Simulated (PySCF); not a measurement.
Geometry relaxation, with input and output: C$_{3}$H$_{7}$FOSi

C$_{3}$H$_{7}$FOSi, computed with PBE0-D3(BJ)/def2-SVP geometry optimisation, gas phase (PySCF 2.14.0).

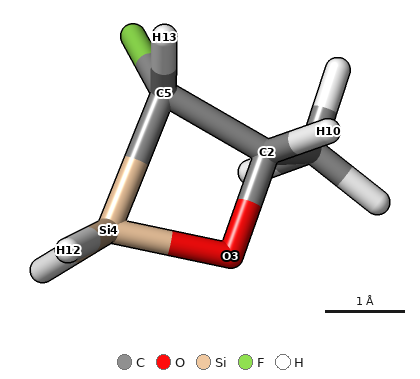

*The input geometry (stick view, seen at a tilt; atoms are numbered from 1 in the order of the input).*

Bond lengths as drawn: C–C 1.54 Å, C–F 1.37 Å, C–H 1.06 to 1.12 Å, C–O 1.44 Å, C–Si 1.91 Å, H–Si 1.46 to 1.48 Å and O–Si 1.60 Å.

## Key numbers

```tsv
quantity	value
outcome	converged
total energy	−582.343069 hartree
dipole moment	0.87 D
point group	C1
hardware	1 CPU thread, shared host
wall time	43 s
peak memory	0.5 GiB
```

## The input
```
{"job": {"xc": "PBE0", "basis": "def2-SVP", "d3": "d3bj", "grid": 1, "shake": 0.01, "kind": "geom"}, "charge": 0, "multiplicity": 1}
C      1.656500    -0.270380    -0.289610
C      0.448800     0.538280     0.226220
O     -0.110870    -0.071050     1.405820
Si    -1.527180    -0.499830     0.799270
C     -0.800330     0.478480    -0.674110
F     -0.599530    -0.151720    -1.869670
H      2.039390     0.231100    -1.186860
H      2.427870    -0.286250     0.460270
H      1.320740    -1.250330    -0.522800
H      0.749440     1.561120     0.495580
H     -1.711070    -1.932540     0.570660
H     -2.657720     0.157060     1.491880
H     -1.230210     1.479170    -0.916990
```

The first line tells a small driver script what to run in PySCF; the rest is the geometry in Å.

Launch command:
```bash
OMP_NUM_THREADS=1 python <driver script> task.json out
```

## Log
```
step   0  E = -582.33377703  max force = 0.056176
step   1  E = -582.34242874  max force = 0.011475
step   2  E = -582.34293785  max force = 0.006262
step   3  E = -582.34306029  max force = 0.000906
step   4  E = -582.34306865  max force = 0.000389
optimisation converged
```

## Trajectory as extended XYZ (Å, eV, eV/Å), 5 frames, from step=0 to step=4
```
13
Properties=species:S:1:pos:R:3:forces:R:3 step=0 energy=-15846.10920
C     1.6565   -0.2704   -0.2896   -1.1456   2.0092  -0.0025
C     0.4488    0.5383    0.2262    0.6339  -0.5121   0.1209
O    -0.1109   -0.0711    1.4058    2.8887   0.5852   1.7585
Si   -1.5272   -0.4998    0.7993   -2.1502   0.1373  -1.4076
C    -0.8003    0.4785   -0.6741   -0.4477   0.4964  -0.5971
F    -0.5995   -0.1517   -1.8697    0.1216  -0.2985  -0.3500
H     2.0394    0.2311   -1.1869    0.1001  -0.1440  -0.1553
H     2.4279   -0.2863    0.4603    0.5266  -0.1012   0.6002
H     1.3207   -1.2503   -0.5228   -0.1810  -1.3297  -0.3921
H     0.7494    1.5611    0.4956    0.0525   0.1487  -0.0899
H    -1.7111   -1.9325    0.5707   -0.2387  -0.5515   0.0164
H    -2.6577    0.1571    1.4919   -0.3229  -0.1483   0.1518
H    -1.2302    1.4792   -0.9170    0.1627  -0.2914   0.3466
13
Properties=species:S:1:pos:R:3:forces:R:3 step=1 energy=-15846.34462
C     1.3665   -0.1340   -0.0600   -0.0539  -0.2215   0.0923
C     0.2489    0.7471    0.4436   -0.1306  -0.0430  -0.0871
O    -0.3150    0.2500    1.6727   -0.5764  -0.1632  -0.1944
Si   -1.8302   -0.1727    0.9816    0.5901  -0.0482   0.3376
C    -1.0085    0.7332   -0.4796    0.0909  -0.0369  -0.0540
F    -0.8306    0.0886   -1.6797   -0.0619   0.0697   0.1285
H     1.7991    0.2753   -0.9820    0.0350   0.0356  -0.0626
H     2.1541   -0.1982    0.7080   -0.0595  -0.0166  -0.0638
H     0.9999   -1.1558   -0.2800    0.0933   0.2320   0.0746
H     0.6195    1.7733    0.6216   -0.0026  -0.0285  -0.0185
H    -2.0771   -1.6393    0.8332    0.0806   0.0316  -0.0661
H    -3.0055    0.3984    1.6982    0.0146   0.1490  -0.0377
H    -1.3815    1.7505   -0.6757   -0.0194   0.0400  -0.0489
13
Properties=species:S:1:pos:R:3:forces:R:3 step=2 energy=-15846.35848
C     1.3645   -0.1356   -0.0562   -0.0056  -0.0284  -0.0023
C     0.2436    0.7430    0.4422    0.0126   0.0411  -0.0663
O    -0.3185    0.2473    1.6735   -0.3220  -0.1122  -0.0966
Si   -1.8203   -0.1770    0.9864    0.2624   0.0229   0.1893
C    -1.0114    0.7321   -0.4780   -0.0348   0.0041  -0.0150
F    -0.8444    0.0879   -1.6764    0.0086  -0.0023   0.0112
H     1.7996    0.2738   -0.9799   -0.0014   0.0031   0.0056
H     2.1492   -0.1986    0.7114   -0.0034   0.0008  -0.0029
H     1.0036   -1.1529   -0.2716    0.0131   0.0194   0.0087
H     0.6142    1.7686    0.6179    0.0050  -0.0018   0.0091
H    -2.0584   -1.6413    0.8227    0.0358   0.0041  -0.0222
H    -2.9953    0.4192    1.6862    0.0203   0.0541  -0.0168
H    -1.3870    1.7500   -0.6760    0.0093  -0.0048  -0.0018
13
Properties=species:S:1:pos:R:3:forces:R:3 step=3 energy=-15846.36181
C     1.3635   -0.1354   -0.0547    0.0042   0.0283  -0.0019
C     0.2398    0.7417    0.4401    0.0466   0.0242  -0.0268
O    -0.3244    0.2437    1.6719   -0.0449  -0.0292   0.0008
Si   -1.8163   -0.1782    0.9911    0.0333   0.0226   0.0231
C    -1.0144    0.7280   -0.4792   -0.0460   0.0060   0.0030
F    -0.8467    0.0808   -1.6751    0.0165  -0.0130  -0.0163
H     1.8004    0.2760   -0.9768   -0.0029  -0.0022   0.0067
H     2.1458   -0.1967    0.7147    0.0095   0.0051   0.0095
H     1.0073   -1.1524   -0.2702   -0.0136  -0.0307  -0.0085
H     0.6099    1.7670    0.6181   -0.0046  -0.0018   0.0108
H    -2.0486   -1.6419    0.8215   -0.0041  -0.0042   0.0056
H    -2.9874    0.4383    1.6797    0.0030  -0.0006   0.0000
H    -1.3896    1.7455   -0.6791    0.0030  -0.0043  -0.0060
13
Properties=species:S:1:pos:R:3:forces:R:3 step=4 energy=-15846.36204
C     1.3644   -0.1344   -0.0543    0.0013   0.0094   0.0009
C     0.2394    0.7417    0.4391    0.0200   0.0074  -0.0116
O    -0.3254    0.2425    1.6711   -0.0016  -0.0105   0.0057
Si   -1.8167   -0.1773    0.9921    0.0075   0.0063  -0.0018
C    -1.0152    0.7255   -0.4809   -0.0181   0.0076   0.0062
F    -0.8449    0.0759   -1.6756    0.0068  -0.0082  -0.0019
H     1.8018    0.2777   -0.9756   -0.0003  -0.0018   0.0015
H     2.1461   -0.1946    0.7163    0.0022   0.0028   0.0027
H     1.0089   -1.1522   -0.2706   -0.0039  -0.0083  -0.0024
H     0.6082    1.7671    0.6187   -0.0067   0.0016   0.0033
H    -2.0508   -1.6413    0.8257   -0.0075  -0.0008   0.0056
H    -2.9861    0.4432    1.6797   -0.0009  -0.0016  -0.0003
H    -1.3903    1.7425   -0.6835    0.0014  -0.0040  -0.0081
```

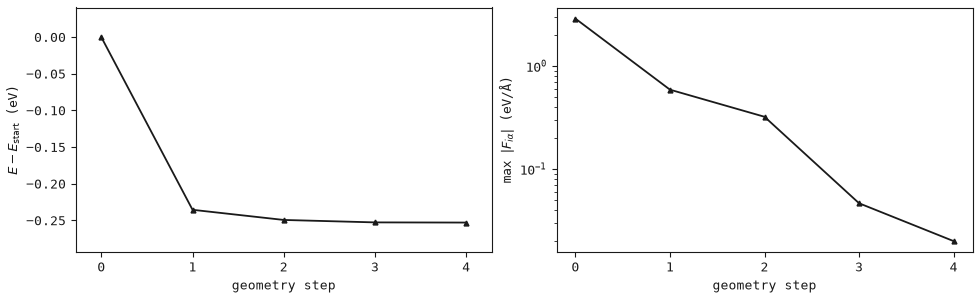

*Progress of the relaxation, step by step (steps are counted from 0).*

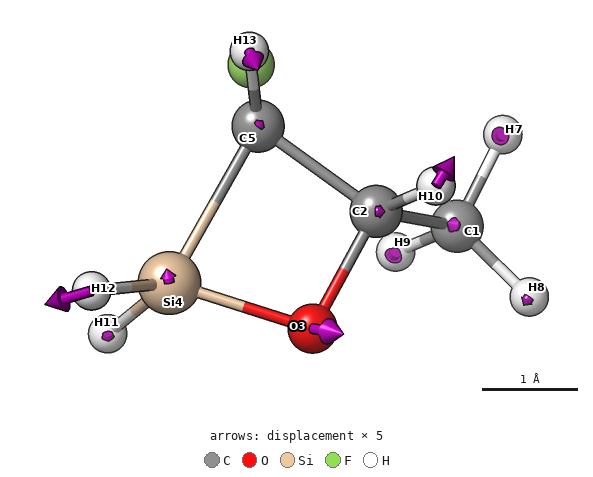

*The starting structure with the displacements as pink arrows, magnified 5 times (ball-and-stick view, seen at a tilt). The two geometries are laid on each other by the best rigid fit.*

The largest move after the best rigid fit is that of H12, 0.12 Å. Largest moves by element: H 0.12 Å, O 0.10 Å, F 0.04 Å, Si 0.03 Å, C 0.03 Å. Among the contacts that change: O3–Si4 1.599 → 1.692 Å, C1–H9 1.062 → 1.100 Å, C1–C2 1.542 → 1.509 Å, Si4–H11 1.462 → 1.492 Å. Among the angles that change: H11–Si4–H12 114.3° → 109.7°, C5–Si4–H12 115.1° → 119.3°, C2–O3–Si4 98.4° → 95.1°. The energy falls by 0.253 eV in 4 geometry steps. The largest force component goes from 2.9 to 0.02 eV/Å. (Atoms are counted from 1 in the order of the input.)
